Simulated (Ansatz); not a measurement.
**[HO2]− (hydroperoxide(1-)): MP2/STO-3G**

Aim: the energy change on altering one bond length of [HO2]− (hydroperoxide(1-)) at MP2/STO-3G, from 2 runs. 

The results are computed with Ansatz 0.2.0.

10 further runs of the same task are left out: 9 that didn't finish, 1 set aside as unsound or not needed.

## (1) The molecule

[HO2]−: 3 atoms, total charge -1, spin state singlet. SMILES: `[O-]O`. The shape is that of a PBE0-D4/def2-TZVPD optimisation.

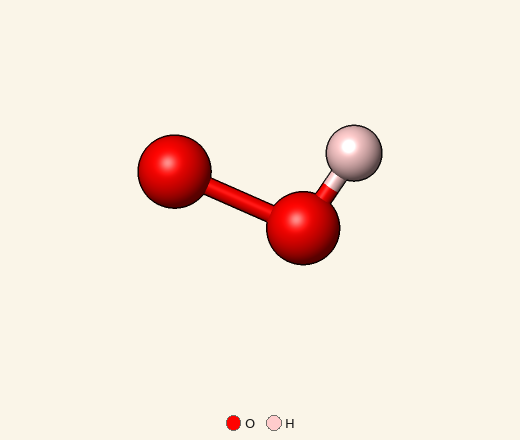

Viewed from a chosen angle; oxygen red, hydrogen pink.

## (2) The energy at MP2/STO-3G

File job.yaml:

```yaml
basis:
  gaussian: {orbitals: STO-3G}
crystal:
  periodic: [false, false, false]
  atoms:
    - symbol: O
      position_ang: [-0.357760, 1.025590, -0.080830]
    - symbol: O
      position_ang: [-0.242260, -0.445880, -0.180750]
    - symbol: H
      position_ang: [0.600030, -0.579720, 0.261570]
total_charge: -1
correlation: {method: mp2, frozen_orbitals: {H: 0, O: 1}}
accuracy: high
```

Command:

```bash
$ ansatz run job.yaml --threads 1 --pin off --max-ram 3480MiB --events-out events.jsonl --progress --plain --runs-dir runs
```

Log:

```text
Warning: RAYON_NUM_THREADS=1 ignored (pool sized by the plan → 1); use --threads N
Functional definition: HF
  name "HF"
  exchange = exact_x
  correlation = 0
168 factors; integrals over basis functions are off by at most 4.4e-8 eV
mean field evaluation 1: about -4022.9897 eV, gradient 2.2e1 eV
mean field evaluation 2: about -4023.1023 eV, gradient 2.2e1 eV
mean field evaluation 4: about -4025.4175 eV, gradient 1.5e0 eV
mean field evaluation 8: about -4025.4249 eV, gradient 1.4e-4 eV
mean field -4025.42489581 eV, -147.9316363899 hartree, gradient 7.7e-9 eV, S^2 0.000000; 0 other end points of the search recorded, 0 dependent functions left out
2 core orbitals not correlated: weight in the atoms' cores, before any rotation towards them, 1.000 or more for the frozen orbitals, at most 0.000 for the correlated occupied ones
reference -4025.42489581 eV, -147.9316363899 hartree; 7, 7 occupied and 2, 2 virtual orbitals, 168 factors
second order -1.37647205 eV of doubles, -0.00000000 eV of singles
Total energy: -4026.80136785 eV, -147.9822208047 hartree
```

It took 0.06 s on 1 thread of Arm Neoverse V1, shared host.

## (3) The distorted shape at the same level

File run.yaml:

```yaml
crystal:
  periodic: [false, false, false]
  atoms:
    - symbol: O
      position_ang: [-0.386634, 1.393440, -0.055851]
    - symbol: O
      position_ang: [-0.242260, -0.445880, -0.180750]
    - symbol: H
      position_ang: [0.600030, -0.579720, 0.261570]
basis:
  gaussian:
    orbitals: STO-3G
total_charge: -1
correlation:
  method: mp2
  frozen_orbitals: {H: 0, O: 1}
accuracy: high
```

Command:

```bash
$ ansatz run run.yaml --threads 1 --pin off --max-ram 3480MiB --events-out events.jsonl --progress --plain --runs-dir runs
```

Log (excerpt; [...] marks lines left out):

```text
Warning: RAYON_NUM_THREADS=1 ignored (pool sized by the plan → 1); use --threads N
Functional definition: HF
  name "HF"
[...]
168 factors; integrals over basis functions are off by at most 3.9e-8 eV
[...]
mean field -4023.61482207 eV, -147.8651174069 hartree, gradient 2.4e-8 eV, S^2 0.000000; 3 other end points of the search recorded, 0 dependent functions left out; unrestricted orbitals would lower it
2 core orbitals not correlated: weight in the atoms' cores, before any rotation towards them, 1.000 or more for the frozen orbitals, at most 0.000 for the correlated occupied ones
reference -4023.61482207 eV, -147.8651174069 hartree; 7, 7 occupied and 2, 2 virtual orbitals, 168 factors
second order -1.61321377 eV of doubles, -0.00000000 eV of singles
Total energy: -4025.22803584 eV, -147.9244019195 hartree
```

It took 0.08 s on 1 thread of Arm Neoverse V1, shared host.

## (4) Summary of results

At MP2/STO-3G, 2 core orbitals frozen:

```
                                                         quantity          value
                                        first shape: total energy  -147.98222 Eh
         first shape: correlation energy (2 core orbitals frozen)      -50.6 mEh
                                    distorted shape: total energy  -147.92440 Eh
     distorted shape: correlation energy (2 core orbitals frozen)      -59.3 mEh
energy change with the O1–O2 bond stretched from 1.479 to 1.849 Å       1.573 eV
```

With the O1–O2 bond stretched from 1.479 to 1.849 Å the energy rises by 1.57 eV (36 kcal/mol). The first shape isn't relaxed at this level, so the change isn't measured from a minimum. The minimal basis adds a large error of its own. The restricted solution (distorted shape) is unstable to spin breaking: an unrestricted one lies lower.
